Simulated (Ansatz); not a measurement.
Phonon calculation of BSiNH4O

BSiNH4O, SMILES NB1O[SiH2]1, computed with RKS PBE0-D4/6-31G (Ansatz 0.2.0).

It belongs to a series of runs on one base structure; here: vibrations at the highest image of the band. Figures and captions count atoms from 1; the log counts them from 0 in places.

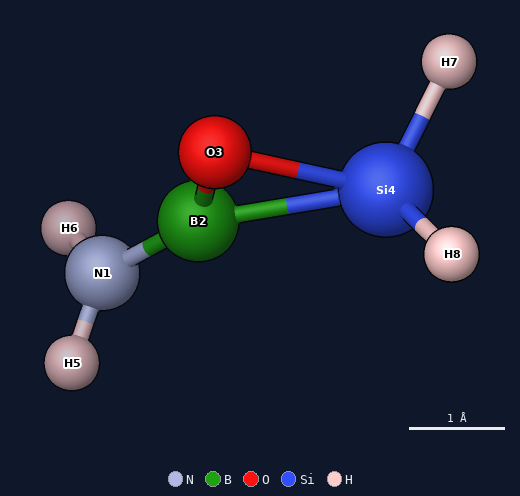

The structure (ball-and-stick view, seen at a tilt; atoms are numbered from 1 in the order of the input). Bond lengths as drawn: B–N 1.41 Å, B–O 1.33 Å, B–Si 2.06 Å, H–N 1.01 Å, H–Si 1.51 Å and O–Si 1.95 Å.

## Results in brief

| quantity | value |
| --- | --- |
| outcome | converged |
| total energy | −12146.0227 eV |
| mean-field energy | −12145.9106 eV |
| largest force (length of the vector) | 0.050 eV/Å |
| hardware | 1 thread of Arm Neoverse N1, 24 GiB of memory available, shared host |
| wall time | 1.7 min |
| peak memory | 0.1 GiB |

## Input
```yaml
crystal:
  periodic: [false, false, false]
  atoms:
    - { symbol: "N", position_ang: [-0.61105, 1.633433, -0.43836] }
    - { symbol: B, position_ang: [-0.153887, 0.419652, 0.108515] }
    - { symbol: O, position_ang: [0.042002, -0.192588, 1.277664] }
    - { symbol: Si, position_ang: [0.592683, -1.48802, -0.073346] }
    - { symbol: H, position_ang: [-1.56595, 1.754061, -0.735292] }
    - { symbol: H, position_ang: [0.011396, 2.38625, -0.681593] }
    - { symbol: H, position_ang: [2.013574, -1.849905, 0.287366] }
    - { symbol: H, position_ang: [-0.236668, -2.719983, 0.199345] }
basis:
  gaussian: { orbitals: "6-31G" }
hamiltonian:
  xc: pbe0
  dispersion: d4
phonons: {}
```

Run as:
```bash
ansatz run input.yaml --threads 1 --pin off --max-ram 2048MiB --backend cpu --events-out ev --progress --plain --runs-dir out
```

## What the program printed
```
Engine: ansatz 0.2.0, aarch64-unknown-linux-gnu
Functional definition: PBE0
  parameter a = 0.25
  parameter kappa = 0.804
  parameter beta = 0.06672455060314922
  exchange = (1 - a)*pbe_x(kappa = kappa, mu = beta*pi^2/3) + a*exact_x
  correlation = pbe_c(beta = beta)
646 factors; integrals over basis functions are off by at most 1.8e-4 eV
mean field evaluation 1: about -12138.2910 eV, gradient 6.2e1 eV
mean field evaluation 2: about -12109.6015 eV, gradient 1.3e2 eV
mean field evaluation 4: about -12145.7509 eV, gradient 7.3e0 eV
mean field evaluation 8: about -12145.9105 eV, gradient 3.2e-2 eV
mean field evaluation 16: about -12145.9105 eV, gradient 1.9e-5 eV
mean field -12145.91053300 eV, -446.3539792938 hartree, gradient 1.9e-5 eV, S^2 0.000000; 0 other end points of the search recorded, 0 dependent functions left out
the calculation of the forces begins
reference -12145.91055679 eV, -446.3539801683 hartree; 19, 19 occupied and 29, 29 virtual orbitals, 646 factors
these checks for a lower state are left out or cut short: stability, starts, cluster_reference, orbital_swaps, neighbouring_geometries, increment
646 factors; integrals over basis functions are off by at most 1.8e-4 eV
mean field -12145.91023138 eV, -446.3539682094 hartree, gradient 1.4e-6 eV, S^2 0.000000; 0 other end points of the search recorded, 0 dependent functions left out
[... from here on the field's lines of each further geometry are left out, up to the last ...]
the calculation of the forces begins
reference -12145.91054489 eV, -446.3539797308 hartree; 19, 19 occupied and 29, 29 virtual orbitals, 646 factors
these checks for a lower state are left out or cut short: stability, starts, cluster_reference, orbital_swaps, neighbouring_geometries, increment
646 factors; integrals over basis functions are off by at most 1.8e-4 eV
mean field -12145.91053413 eV, -446.3539793355 hartree, gradient 1.7e-6 eV, S^2 0.000000; 0 other end points of the search recorded, 0 dependent functions left out
the calculation of the forces begins
reference -12145.91055793 eV, -446.3539802102 hartree; 19, 19 occupied and 29, 29 virtual orbitals, 646 factors
WARN: phonons: modes at or below zero, which the zero-point energy, F, S and C_V leave out: 1, the lowest at -529.10 cm⁻¹. A minimum has none, and a first-order saddle one
Total energy: -12146.02274361 eV, -446.3581029579 hartree
Atom 0 at    -0.611050     1.633433    -0.438360 Å, force    -0.030561    -0.038558     0.005703 eV/Å
Atom 1 at    -0.153887     0.419652     0.108515 Å, force     0.011966     0.017174     0.002917 eV/Å
Atom 2 at     0.042002    -0.192588     1.277664 Å, force    -0.004392     0.003826    -0.004250 eV/Å
Atom 3 at     0.592683    -1.488020    -0.073346 Å, force     0.005118    -0.004000     0.009157 eV/Å
Atom 4 at    -1.565950     1.754061    -0.735292 Å, force     0.009617     0.019018    -0.006220 eV/Å
Atom 5 at     0.011396     2.386250    -0.681593 Å, force     0.009728     0.000514     0.002088 eV/Å
Atom 6 at     2.013574    -1.849905     0.287366 Å, force     0.004901     0.003662    -0.008070 eV/Å
Atom 7 at    -0.236668    -2.719983     0.199345 Å, force    -0.006377    -0.001636    -0.001326 eV/Å
Dipole moment:    -0.114954     0.335252    -0.499203 e Å
Vibrations: -529.10 270.21 282.38 364.72 460.23 469.37 585.95 608.41 669.14 934.06 947.44 1011.56 1600.43 1666.79 2138.96 2165.74 3654.42 3769.87 cm⁻¹, zero-point energy 1.339009 eV
```

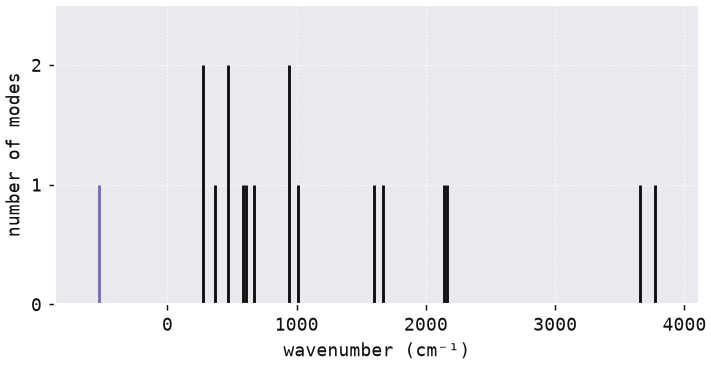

Harmonic vibrational wavenumbers from the force constants; neighbouring modes closer than 20 cm⁻¹ are counted in one stick, and imaginary ones are drawn at negative wavenumbers. 18 modes from 529i to 3770 cm⁻¹, 1 imaginary beyond 8i (529i cm⁻¹): a first-order saddle point, if the geometry is stationary.
